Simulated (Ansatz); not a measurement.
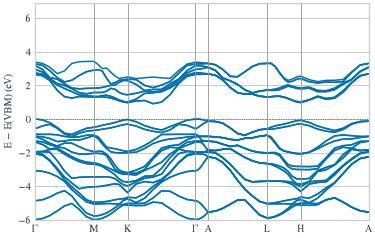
*Band structure from the program Ansatz at the r²SCAN+D4 with spin–orbit coupling level (PAW)*

Q: Read off the gap and where the band edges lie.

A: About 0.9 eV (0.90 eV by a search for the band edges); maximum at Γ, minimum on the K–Γ line, 41 % of the way from K.

The material is Te₂Mo in space group P6_3/mmc (No. 194; Te on 4f, Mo on 2c).

The cell was relaxed with r²SCAN+D4 under the symmetry of its start. The run is not spin-polarised.

Potentials: the earlier of the program's two PAW sets.
